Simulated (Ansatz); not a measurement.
Fields on a plane of GaSb (zinc blende)

```yaml
crystal:
  lattice:
    - [0.00000, 3.10704, 3.10704]
    - [3.10704, 0.00000, 3.10704]
    - [3.10704, 3.10704, 0.00000]
  atoms:
    - { symbol: Sb, position: [0.75000, 0.75000, 0.75000] }
    - { symbol: Ga, position: [0.00000, 0.00000, 0.00000] }
```

The slice is a {100} plane (indices of the conventional cell) through the point (0.000, 0.000, 0.000) (fractional), spanned by u = [100] and v = [0 1 -1] in vectors of this cell: u (4.39 Å) and v (4.39 Å, at 90° to u). It covers one period; positions are fractions (u, v).

Atoms on it: Ga at (0.00, 0.00).

The numbers are results of PBE (plane waves to 420 eV, PAW, scalar-relativistic; Ansatz, an electronic-structure program), not measurements. k mesh 13×13×13. Near the nuclei the fields are pseudised (PAW); where an atom keeps semicore shells as valence, they peak there. At this level the bands of GaSb touch or barely overlap; measurements give the solid a gap. GaSb was relaxed with its symmetry unable to fall. Spin-orbit coupling is left out, though Sb is heavy. The PAW data are Ansatz's earlier set.

```
|xxxx:=++*%@@@@@%%%@@@@@%*++=:xxx|
|xxxx:=++*%@@@@%%%%%@@@@%*++=:xxx|
|xxx:-=++*%%%%%%%%%%%%%%%*++=-:xx|
|.::-=+++*#%###########%#*+++=-::|
|-===+++**##***********##**+++===|
|+++++++***++++=====++++***++++++|
|+++++***++==---------==++***++++|
|*******+==-:::::::::::-==+******|
|%%%%##*+=-::.........::-=+*##%%%|
|@@@%%#+=-:....     ....:-=+#%%@@|
|@@@%#*+=::.           .::=+*#%@@|
|@@@%#*+-:..           ..:-+*#%@@|
|@@@%#*+-:..           ..:-+*#%@@|
|@@%%#*=-:.             .:-=*#%%@|
|@%%%#*=-:.             .:-=*#%%%|
|%%%%#*=-:.             .:-=*#%%%|
|@%%%#*=-:.             .:-=*#%%%|
|@@%%#*=-:.             .:-=*#%%@|
|@@@%#*+-:..           ..:-+*#%@@|
|@@@%#*+-:..           ..:-+*#%@@|
|@@@%#*+=::.           .::=+*#%@@|
|@@@%%#+=-:....     ....:-=+#%%@@|
|%%%%##*+=-::.........::-=+*##%%%|
|*******+==-:::::::::::-==+******|
|+++++***++==---------==++***++++|
|+++++++***++++=====++++***++++++|
|-===+++**##***********##**+++===|
|.::-=+++*#%###########%#*+++=-::|
|xxx:-=++*%%%%%%%%%%%%%%%*++=-:xx|
|xxxx:=++*%@@@@%%%%%@@@@%*++=:xxx|
|xxxx:=++*%@@@@@%%%@@@@@%*++=:xxx|
|xxxx.-++*%@@@@@@%@@@@@@%*++-.xxx|
```
Scale: ten equal steps from 0.01 (start of ' ') to 0.52 (end of '@'), in the order ' .:-=+*#%@'. Values: electron localisation function (ELF). The map has 32 points along u (one character each, u = 0 at the left) and 32 along v (v = 0 in the bottom row). Points within 0.5 Å of a nucleus are blanked (x), as the pseudised field means little there.

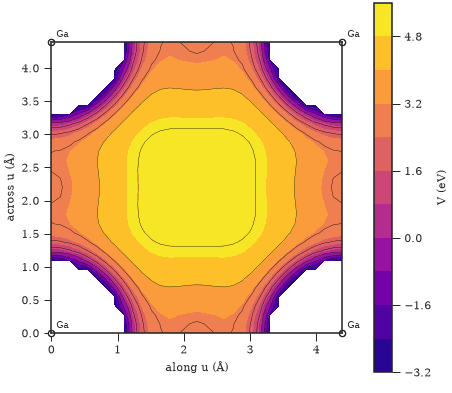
Electrostatic potential energy of an electron, from the cell's mean, in eV, one period of the plane, atoms marked. Points within 1 Å of a nucleus are left white, as the pseudised field means little there. Values under -3 eV are set to -3. The zero, the cell's mean, hangs on the PAW cores.
